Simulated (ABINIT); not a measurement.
# A GW chain in ABINIT: CsPbI2Br (P4/mmm), part 2 of 3

How does a plane-wave GW calculation on CsPbI2Br (P4/mmm) run from the first input to the gap?

ABINIT 10.8.3; PBE and many-body steps on it, plane waves. Known limits of the many-body steps: not at the basis limit; no spin-orbit coupling; coarse k mesh.

So far. Step 2 (Ground state): The gap is direct, at (0.500, 0.500, 0.500).

## Step 3: Bands along the symmetry lines

Level of this step: DFT, PBE, plane waves, norm-conserving pseudopotentials (ABINIT).

Levels along a band path, at the cheap level, show where the edges lie and whether the meshes to come will hold them.

run.abi reads:

```
acell 3*1.0 Angstrom
rprim 
  6.375296000000 0.000000000000 0.000000000000
  0.000000000000 6.375296000000 0.000000000000
  0.000000000000 0.000000000000 5.962220000000
ntypat 4
znucl 55 82 53 35
natom 5
typat 1 2 3 3 4
xred 
  0.500000000000 0.500000000000 0.500000000000
  0.000000000000 0.000000000000 0.000000000000
  0.000000000000 0.500000000000 0.000000000000
  0.500000000000 0.000000000000 0.000000000000
  0.000000000000 0.000000000000 0.500000000000
pp_dirpath "pseudos"
pseudos "Cs.upf, Pb.upf, I.upf, Br.upf"
ecut 34
iscf -2
irdden 1
kptopt 0
nkpt 30
kpt 
  0.00000000 0.00000000 0.00000000
  0.00000000 0.16666667 0.00000000
  0.00000000 0.33333333 0.00000000
  0.00000000 0.50000000 0.00000000
  0.16666667 0.50000000 0.00000000
  0.33333333 0.50000000 0.00000000
  0.50000000 0.50000000 0.00000000
  0.33333333 0.33333333 0.00000000
  0.16666667 0.16666667 0.00000000
  0.00000000 0.00000000 0.00000000
  0.00000000 0.00000000 0.16666667
  0.00000000 0.00000000 0.33333333
  0.00000000 0.00000000 0.50000000
  0.00000000 0.16666667 0.50000000
  0.00000000 0.33333333 0.50000000
  0.00000000 0.50000000 0.50000000
  0.16666667 0.50000000 0.50000000
  0.33333333 0.50000000 0.50000000
  0.50000000 0.50000000 0.50000000
  0.33333333 0.33333333 0.50000000
  0.16666667 0.16666667 0.50000000
  0.00000000 0.00000000 0.50000000
  0.00000000 0.50000000 0.00000000
  0.00000000 0.50000000 0.16666667
  0.00000000 0.50000000 0.33333333
  0.00000000 0.50000000 0.50000000
  0.50000000 0.50000000 0.00000000
  0.50000000 0.50000000 0.16666667
  0.50000000 0.50000000 0.33333333
  0.50000000 0.50000000 0.50000000
istwfk *1
nband 56
nbdbuf 2
tolwfr 1e-08
nstep 40
prtwf 0
prtvol 0
indata_prefix "in"
outdata_prefix "out"
tmpdata_prefix "tmp"
```

Run with:

```
$ OMP_NUM_THREADS=1 mpirun -n 4 abinit run.abi > log
```

Numbers of over 12 decimals in the logs are rounded to 6 here.

Output:

```text
.Version 10.8.3 of ABINIT. v10.8.2 released Aug 2026.

 Symmetries : space group P4/m m m (#123); Bravais tP (primitive tetrag.)
[... echo of the input left out ...]
== DATASET  1 ==================================================================
-   mpi_nproc: 4, omp_nthreads: 1 (-1 if OMP is not activated)

--- !DatasetInfo
iteration_state: {dtset: 1, }
dimensions: {natom: 5, nkpt: 30, mband: 56, nsppol: 1, nspinor: 1, nspden: 1, mpw: 15552, }
cutoff_energies: {ecut:  34.0, pawecutdg:  -1.0, }
electrons: {nelect:   9.80000000E+01, charge:   0.00000000E+00, occopt:   1.00000000E+00, tsmear:   1.00000000E-02, }

 Real(R)+Recip(G) space primitive vectors, cartesian coordinates (Bohr,Bohr^-1):
 R(1)= 12.0475634  0.0000000  0.0000000  G(1)=  0.0830043  0.0000000  0.0000000
 R(2)=  0.0000000 12.0475634  0.0000000  G(2)=  0.0000000  0.0830043  0.0000000
 R(3)=  0.0000000  0.0000000 11.2669629  G(3)=  0.0000000  0.0000000  0.0887551
 Unit cell volume ucvol=  1.6353296E+03 bohr^3
 Angles (23,13,12)=  9.00000000E+01  9.00000000E+01  9.00000000E+01 degrees

 getcut: wavevector=  0.0000  0.0000  0.0000  ngfft=  64  64  60
         ecut(hartree)=     34.000   => boxcut(ratio)=   2.02384

--- Pseudopotential description ------------------------------------------------
- Cs Generated using ONCVPSP code by D. R. Hamann
- 55.00000   9.00000  171031                  znucl, zion, pspdat
12 -101130 3 -1 2414                          pspcod,pspxc,lmax,lloc,mmax
     nproj     2     2     2     2
  pspatm : epsatm=   22.81663564
         --- l  ekb(1:nproj) -->
             0    6.176104    0.756334
             1    6.263084    0.786397
             2    3.737592    0.906929
[...]
pspatm: atomic psp has been read  and splines computed

- Pb Generated using ONCVPSP code by D. R. Hamann
- 82.00000  22.00000  220131                  znucl, zion, pspdat
12 -101130 3 -1 1692                          pspcod,pspxc,lmax,lloc,mmax
     nproj     2     2     2     1
  pspatm : epsatm=   27.21822286
         --- l  ekb(1:nproj) -->
[...]
3    9.337611
 pspatm: atomic psp has been read  and splines computed

- I Generated using ONCVPSP code by D. R. Hamann
- 53.00000  25.00000  220131                  znucl, zion, pspdat
12 -101130 3 -1 1188                          pspcod,pspxc,lmax,lloc,mmax
     nproj     2     2     2     2
  pspatm : epsatm=   25.72445091
         --- l  ekb(1:nproj) -->
[...]
pspatm: atomic psp has been read  and splines computed

- Br Generated using ONCVPSP code by D. R. Hamann
- 35.00000  17.00000  171031                  znucl, zion, pspdat
12 -101130 2 -1 1098                          pspcod,pspxc,lmax,lloc,mmax
     nproj     2     2     2     0
  pspatm : epsatm=   32.00824270
         --- l  ekb(1:nproj) -->
[...]
pspatm: atomic psp has been read  and splines computed

[...]
2.7886E-01  2.8405E-01
 Non-SCF case, kpt   30 (  0.50000  0.50000  0.50000), residuals and eigenvalues=
[...]
9.3537E-03  2.4757E-02  3.6109E-02  5.1168E-02  5.1168E-02  5.6195E-02
  8.7920E-02  1.4249E-01  1.4249E-01  1.4902E-01  2.4229E-01  2.7423E-01
  2.7423E-01  2.7836E-01

--- !ResultsGS
iteration_state: {dtset: 1, }
comment   : Summary of ground state results
lattice_vectors:
- [ 12.0475634,   0.0000000,   0.0000000, ]
- [  0.0000000,  12.0475634,   0.0000000, ]
- [  0.0000000,   0.0000000,  11.2669629, ]
lattice_lengths: [  12.04756,   12.04756,   11.26696, ]
lattice_angles: [ 90.000,  90.000,  90.000, ] # degrees, (23, 13, 12)
lattice_volume:   1.6353296E+03
convergence: {deltae:  0.000E+00, res2:  0.000E+00, residm:  9.991E-09, diffor:  0.000E+00, }
etotal    :  -9.93789175E+02
entropy   :   0.00000000E+00
fermie    :   8.79200777E-02
cartesian_stress_tensor: null
pressure_GPa: null
xred      :
- [  5.0000E-01,   5.0000E-01,   5.0000E-01, Cs]
- [  0.0000E+00,   0.0000E+00,   0.0000E+00, Pb]
- [  0.0000E+00,   5.0000E-01,   0.0000E+00,  I]
- [  5.0000E-01,   0.0000E+00,   0.0000E+00,  I]
- [  0.0000E+00,   0.0000E+00,   5.0000E-01, Br]
cartesian_forces: null
force_length_stats: {min: null, max: null, mean: null, }

 Integrated electronic density in atomic spheres:
 ------------------------------------------------
 Atom  Sphere_radius  Integrated_density
[...]
================================================================================

 ----iterations are completed or convergence reached----

 Mean square residual over all n,k,spin=   64.453E-10; max=  99.911E-10
 reduced coordinates (array xred) for    5 atoms
[...]
0.500000000000      0.000000000000      0.000000000000
       0.000000000000      0.000000000000      0.500000000000

 cartesian coordinates (angstrom) at end:
    1      3.187648     3.187648     2.981110
    2      0.000000     0.000000     0.000000
    3      0.000000     3.187648     0.000000
    4      3.187648     0.000000     0.000000
    5      0.000000     0.000000     2.981110
 length scales=  1.889726125908  1.889726125908  1.889726125908 bohr
              =  1.000000000000  1.000000000000  1.000000000000 angstroms
 prteigrs : about to open file out_EIG
 Eigenvalues (hartree) for nkpt=  30  k points:
 kpt#   1, nband= 56, wtk=  1.00000, kpt=  0.0000  0.0000  0.0000 (reduced coord)
[...]
kpt#   2, nband= 56, wtk=  1.00000, kpt=  0.0000  0.1667  0.0000 (reduced coord)
[...]
kpt#   3, nband= 56, wtk=  1.00000, kpt=  0.0000  0.3333  0.0000 (reduced coord)
[...]
kpt#  29, nband= 56, wtk=  1.00000, kpt=  0.5000  0.5000  0.3333 (reduced coord)
[...]
kpt#  30, nband= 56, wtk=  1.00000, kpt=  0.5000  0.5000  0.5000 (reduced coord)
[...]
0.00519    0.00519    0.00935    0.02476    0.03611    0.05117    0.05117    0.05619
   0.08792    0.14249    0.14249    0.14902    0.24229    0.27423    0.27423    0.27836

== END DATASET(S) ==============================================================
================================================================================

 -outvars: echo values of variables after computation  --------
            nband          56
             nkpt          30
          spgroup         123
 [... the other variables as echoed above ...]

 Calculation completed.
```

Run time: 4.7 min. Hardware: 4 MPI ranks of Intel Xeon Platinum 8375C at 2.90GHz (Ice Lake), shared host; peak memory 0.81 GiB; 19 min of CPU time.

Numbers from this step:

- gap: 1.485 eV
- k of the valence top: 0.5, 0.5, 0.5
- k of the conduction bottom: 0.5, 0.5, 0.5
- least direct gap: 1.485 eV

The gap is 1.485 eV, as in the run before at this level.

The electronic bands at the labelled points (eV, zero at the top of the highest filled band):

| point | band 46 | band 47 | band 48 | band 49 | band 50 | band 51 | band 52 | band 53 |
| --- | --- | --- | --- | --- | --- | --- | --- | --- |
| Γ | -1.31 | -1.30 | -1.27 | -1.27 | 3.16 | 4.06 | 4.46 | 4.66 |
| X | -1.53 | -1.47 | -1.36 | -0.94 | 2.27 | 4.43 | 5.00 | 5.01 |
| M | -1.53 | -1.42 | -0.89 | -0.50 | 1.93 | 1.93 | 4.80 | 5.31 |
| Γ | -1.31 | -1.30 | -1.27 | -1.27 | 3.16 | 4.06 | 4.46 | 4.66 |
| Z | -1.50 | -1.36 | -1.36 | -1.16 | 2.56 | 4.89 | 4.90 | 5.18 |
| R | -1.66 | -1.63 | -1.03 | -0.50 | 1.90 | 2.15 | 4.82 | 5.15 |
| A | -1.00 | -1.00 | -0.86 | 0.00 | 1.48 | 1.48 | 1.66 | 4.20 |
| Z | -1.50 | -1.36 | -1.36 | -1.16 | 2.56 | 4.89 | 4.90 | 5.18 |
| jump to X | -1.53 | -1.47 | -1.36 | -0.94 | 2.27 | 4.43 | 5.00 | 5.01 |
| R | -1.66 | -1.63 | -1.03 | -0.50 | 1.90 | 2.15 | 4.82 | 5.15 |
| jump to M | -1.53 | -1.42 | -0.89 | -0.50 | 1.93 | 1.93 | 4.80 | 5.31 |
| A | -1.00 | -1.00 | -0.86 | 0.00 | 1.48 | 1.48 | 1.66 | 4.20 |

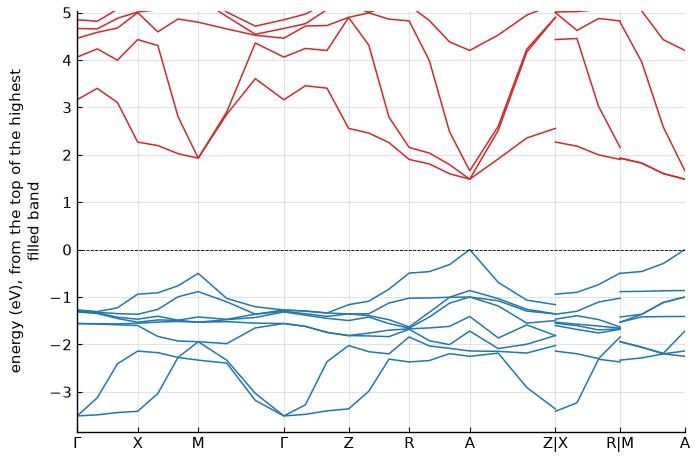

Electronic bands along the path; lines of filled and empty bands in two colours.

## Step 4: Empty states on the mesh, 2×2×2 mesh, 162 bands

The sums over transitions need many empty states on a uniform mesh; this step solves for them.

run.abi reads:

```
acell 3*1.0 Angstrom
rprim 
  6.375296000000 0.000000000000 0.000000000000
  0.000000000000 6.375296000000 0.000000000000
  0.000000000000 0.000000000000 5.962220000000
ntypat 4
znucl 55 82 53 35
natom 5
typat 1 2 3 3 4
xred 
  0.500000000000 0.500000000000 0.500000000000
  0.000000000000 0.000000000000 0.000000000000
  0.000000000000 0.500000000000 0.000000000000
  0.500000000000 0.000000000000 0.000000000000
  0.000000000000 0.000000000000 0.500000000000
pp_dirpath "pseudos"
pseudos "Cs.upf, Pb.upf, I.upf, Br.upf"
ecut 34
ngkpt 2 2 2
nshiftk 1
shiftk 0 0 0
kptopt 1
chksymbreak 0
iscf -2
irdden 1
istwfk *1
nband 162
nbdbuf 14
tolwfr 1e-09
nstep 60
prtvol 0
indata_prefix "in"
outdata_prefix "out"
tmpdata_prefix "tmp"
```

Output:

```text
.Version 10.8.3 of ABINIT. v10.8.2 released Aug 2026.

 Symmetries : space group P4/m m m (#123); Bravais tP (primitive tetrag.)
[... echo of the input left out ...]
== DATASET  1 ==================================================================
-   mpi_nproc: 4, omp_nthreads: 1 (-1 if OMP is not activated)

--- !DatasetInfo
iteration_state: {dtset: 1, }
dimensions: {natom: 5, nkpt: 6, mband: 162, nsppol: 1, nspinor: 1, nspden: 1, mpw: 15544, }
cutoff_energies: {ecut:  34.0, pawecutdg:  -1.0, }
electrons: {nelect:   9.80000000E+01, charge:   0.00000000E+00, occopt:   1.00000000E+00, tsmear:   1.00000000E-02, }

 Real(R)+Recip(G) space primitive vectors, cartesian coordinates (Bohr,Bohr^-1):
 R(1)= 12.0475634  0.0000000  0.0000000  G(1)=  0.0830043  0.0000000  0.0000000
 R(2)=  0.0000000 12.0475634  0.0000000  G(2)=  0.0000000  0.0830043  0.0000000
 R(3)=  0.0000000  0.0000000 11.2669629  G(3)=  0.0000000  0.0000000  0.0887551
 Unit cell volume ucvol=  1.6353296E+03 bohr^3
 Angles (23,13,12)=  9.00000000E+01  9.00000000E+01  9.00000000E+01 degrees

 getcut: wavevector=  0.0000  0.0000  0.0000  ngfft=  64  64  60
         ecut(hartree)=     34.000   => boxcut(ratio)=   2.02384

--- Pseudopotential description ------------------------------------------------
- Cs Generated using ONCVPSP code by D. R. Hamann
- 55.00000   9.00000  171031                  znucl, zion, pspdat
12 -101130 3 -1 2414                          pspcod,pspxc,lmax,lloc,mmax
     nproj     2     2     2     2
  pspatm : epsatm=   22.81663564
         --- l  ekb(1:nproj) -->
             0    6.176104    0.756334
             1    6.263084    0.786397
             2    3.737592    0.906929
[...]
pspatm: atomic psp has been read  and splines computed

- Pb Generated using ONCVPSP code by D. R. Hamann
- 82.00000  22.00000  220131                  znucl, zion, pspdat
12 -101130 3 -1 1692                          pspcod,pspxc,lmax,lloc,mmax
     nproj     2     2     2     1
  pspatm : epsatm=   27.21822286
         --- l  ekb(1:nproj) -->
[...]
3    9.337611
 pspatm: atomic psp has been read  and splines computed

- I Generated using ONCVPSP code by D. R. Hamann
- 53.00000  25.00000  220131                  znucl, zion, pspdat
12 -101130 3 -1 1188                          pspcod,pspxc,lmax,lloc,mmax
     nproj     2     2     2     2
  pspatm : epsatm=   25.72445091
         --- l  ekb(1:nproj) -->
[...]
pspatm: atomic psp has been read  and splines computed

- Br Generated using ONCVPSP code by D. R. Hamann
- 35.00000  17.00000  171031                  znucl, zion, pspdat
12 -101130 2 -1 1098                          pspcod,pspxc,lmax,lloc,mmax
     nproj     2     2     2     0
  pspatm : epsatm=   32.00824270
         --- l  ekb(1:nproj) -->
[...]
pspatm: atomic psp has been read  and splines computed

[...]
6.14E-10  5.00E-10  8.31E-10  2.65E-10  3.47E-10  5.17E-10  5.62E-10  3.09E-10
  3.62E-10  3.55E-10  4.01E-10  4.08E-10  1.77E-10  2.79E-10  2.96E-10  9.12E-10
  1.34E-10  3.56E-10  5.04E-10  1.59E-10  6.59E-10  7.39E-10  5.66E-10  3.04E-10
[...]
2.80E-05  1.77E-04
 -6.3550E+00 -6.3550E+00 -5.0411E+00 -4.3988E+00 -4.3988E+00 -4.3956E+00
 -4.3956E+00 -4.3954E+00 -4.3954E+00 -2.8984E+00 -2.8984E+00 -2.8981E+00
 -2.1167E+00 -2.1150E+00 -2.1150E+00 -2.1105E+00 -2.1105E+00 -1.5268E+00
[...]
1.1329E+00  1.1375E+00  1.1387E+00  1.1670E+00  1.1670E+00  1.1724E+00
  1.1855E+00  1.1855E+00  1.2015E+00  1.2069E+00  1.2104E+00  1.2143E+00
 prteigrs : prtvol=0 or 1, do not print more k-points.

--- !ResultsGS
iteration_state: {dtset: 1, }
comment   : Summary of ground state results
lattice_vectors:
- [ 12.0475634,   0.0000000,   0.0000000, ]
- [  0.0000000,  12.0475634,   0.0000000, ]
- [  0.0000000,   0.0000000,  11.2669629, ]
lattice_lengths: [  12.04756,   12.04756,   11.26696, ]
lattice_angles: [ 90.000,  90.000,  90.000, ] # degrees, (23, 13, 12)
lattice_volume:   1.6353296E+03
convergence: {deltae:  0.000E+00, res2:  0.000E+00, residm:  9.980E-10, diffor:  0.000E+00, }
etotal    :  -9.93789175E+02
entropy   :   0.00000000E+00
fermie    :   8.79200777E-02
cartesian_stress_tensor: null
pressure_GPa: null
xred      :
- [  5.0000E-01,   5.0000E-01,   5.0000E-01, Cs]
- [  0.0000E+00,   0.0000E+00,   0.0000E+00, Pb]
- [  0.0000E+00,   5.0000E-01,   0.0000E+00,  I]
- [  5.0000E-01,   0.0000E+00,   0.0000E+00,  I]
- [  0.0000E+00,   0.0000E+00,   5.0000E-01, Br]
cartesian_forces: null
force_length_stats: {min: null, max: null, mean: null, }

 Integrated electronic density in atomic spheres:
 ------------------------------------------------
 Atom  Sphere_radius  Integrated_density
[...]
================================================================================

 ----iterations are completed or convergence reached----

 Mean square residual over all n,k,spin=   58.787E-11; max=  99.795E-11
 reduced coordinates (array xred) for    5 atoms
[...]
0.500000000000      0.000000000000      0.000000000000
       0.000000000000      0.000000000000      0.500000000000

 cartesian coordinates (angstrom) at end:
    1      3.187648     3.187648     2.981110
    2      0.000000     0.000000     0.000000
    3      0.000000     3.187648     0.000000
    4      3.187648     0.000000     0.000000
    5      0.000000     0.000000     2.981110
 length scales=  1.889726125908  1.889726125908  1.889726125908 bohr
              =  1.000000000000  1.000000000000  1.000000000000 angstroms
 prteigrs : about to open file out_EIG
 Eigenvalues (hartree) for nkpt=   6  k points:
 kpt#   1, nband=162, wtk=  0.12500, kpt=  0.0000  0.0000  0.0000 (reduced coord)
[...]
1.08022    1.08701    1.09630    1.09774    1.09774    1.10511    1.13288    1.13755
   1.13874    1.16697    1.16698    1.17244    1.18548    1.18550    1.20147    1.20693
   1.21043    1.21430
 prteigrs : prtvol=0 or 1, do not print more k-points.

== END DATASET(S) ==============================================================
================================================================================

 -outvars: echo values of variables after computation  --------
            nband         162
             nkpt           6
          spgroup         123
 [... the other variables as echoed above ...]

 Calculation completed.
```

Wall time 5.7 min (4 MPI ranks); peak memory 0.64 GiB.

This step gave:

```
gap                                                           : 1.485 eV
k of the valence top                                          : 0.5, 0.5, 0.5
k of the conduction bottom                                    : 0.5, 0.5, 0.5
least direct gap                                              : 1.485 eV
k points computed                                             : 6
lowest point of the top converged band, above the valence top : 26.73 eV
```

On this mesh the gap is 1.485 eV.

## Step 5: Screening, 2×2×2 mesh, 148 bands, screening to 87.1 eV

The RPA dielectric matrix is built and inverted for each q.

This step: RPA screening on PBE, plane waves, norm-conserving pseudopotentials.

Changes to run.abi since step 4:

```diff
@@ -23,10 +23,11 @@
 chksymbreak 0
-iscf -2
-irdden 1
 istwfk *1
-nband 162
-nbdbuf 14
-tolwfr 1e-09
-nstep 60
-prtvol 0
+occopt 1
+irdwfk 1
+optdriver 3
+nband 148
+ecuteps 3.2
+inclvkb 2
+awtr 1
+symchi 1
 indata_prefix "in"
```

Output:

```text
.Version 10.8.3 of ABINIT. v10.8.2 released Aug 2026.

 Symmetries : space group P4/m m m (#123); Bravais tP (primitive tetrag.)
[... echo of the input left out ...]
== DATASET  1 ==================================================================
-   mpi_nproc: 4, omp_nthreads: 1 (-1 if OMP is not activated)

--- !DatasetInfo
iteration_state: {dtset: 1, }
dimensions: {natom: 5, nkpt: 6, mband: 148, nsppol: 1, nspinor: 1, nspden: 1, mpw: 15544, }
cutoff_energies: {ecut:  34.0, pawecutdg:  -1.0, }
electrons: {nelect:   9.80000000E+01, charge:   0.00000000E+00, occopt:   1.00000000E+00, tsmear:   1.00000000E-02, }

 SCREENING: Calculation of the susceptibility and dielectric matrices

 Based on a program developped by R.W. Godby, V. Olevano, G. Onida, and L. Reining.
 Incorporated in ABINIT by V. Olevano, G.-M. Rignanese, and M. Torrent.
.Using double precision arithmetic ; gwpc =  8

[... cell and pseudopotentials left out ...]
--------------------------------------------------------------------------------

 ==== K-mesh for the wavefunctions ====
 Number of points in the irreducible wedge :     6
[... list of points left out ...]
 Together with 16 symmetry operations and time-reversal symmetry
 yields     8 points in the full Brillouin Zone.

 ==== Q-mesh for the screening function ====
 Number of points in the irreducible wedge :     6
[... list of points left out ...]
 Together with 16 symmetry operations and time-reversal symmetry
 yields     8 points in the full Brillouin Zone.

 setmesh: FFT mesh size selected  =    45x   45x   40
          total number of points  =        81000

 vcoul_init : cutoff-mode = AUXILIARY_FUNCTION
 q-points for optical limit:   1
     1)      0.000010    0.000020    0.000030

- screening: taking advantage of time-reversal symmetry
- Maximum band index for partially occupied states nbvw = 49
- Remaining bands to be divided among processors   nbcw = 99
- Number of bands treated by each node ~24

 Number of electrons calculated from density =   98.0000; Expected =   98.0000
 average of density, n =  0.059927
 r_s =    1.5852
 omega_plasma =   23.6138 [eV]

 calculating chi0 at frequencies [eV] :
  1    0.000000E+00    0.000000E+00
  2    0.000000E+00    2.361381E+01

--------------------------------------------------------------------------------
  q-point number  1        q = ( 0.000000, 0.000000, 0.000000) [r.l.u.]
--------------------------------------------------------------------------------
[... chi0 elements left out ...]
 For q-point:  0.000010 0.000020 0.000030
  dielectric constant =   9.8003
  dielectric constant without local fields =  11.1638

  Average fulfillment of the sum rule on Im[epsilon] for q-point    1 :     37.64  [%]
[... wings left out ...]
  q-point number  2        q = ( 0.500000, 0.000000, 0.000000) [r.l.u.]
--------------------------------------------------------------------------------
[... chi0 elements left out ...]
  Average fulfillment of the sum rule on Im[epsilon] for q-point    2 :     43.09  [%]

 [... 4 further q-points ...]
```

It took 3.4 min on 4 MPI ranks; peak memory 3.6 GiB; 14 min of CPU time.

Numbers from this step:

```
ε∞ with local fields, on this mesh, along the program's q direction : 9.800
the same without local fields                                       : 11.16
plasma frequency                                                    : 23.61 eV
plane waves in the screening matrix                                 : 461
```

Local fields lower ε∞ by 12 %. On a Γ-centred mesh this coarse the value itself is usually too large, while a short band sum pulls it down.

[end of part 2 of 3]

[Paths, hosts, dates, memory and timing lines, banners, echoed tables and standing remarks are left out of the program output.]

[Logs are printed without paths, hosts, clocks, repeated set-up lines and the standing remarks that a program may print on its own settings, such as how far it seeks lower states.]

[Runs of the session that timed out or met a known fault of the program may be left out.]

[Hosts, paths, dates, database ids (printed as entryN), source tags and the programs' standing remarks are cut or masked in the printed files.]

[G0W0 gaps are taken among the corrected bands and points alone; a level outside them can change the order at an edge.]

[Where Ansatz stands beside ABINIT at settings called matched, ABINIT's density can come from a denser mesh and the files from another edition; pairs whose starting gaps differed by over 0.03 eV were left out, so agreement reads better than it is.]
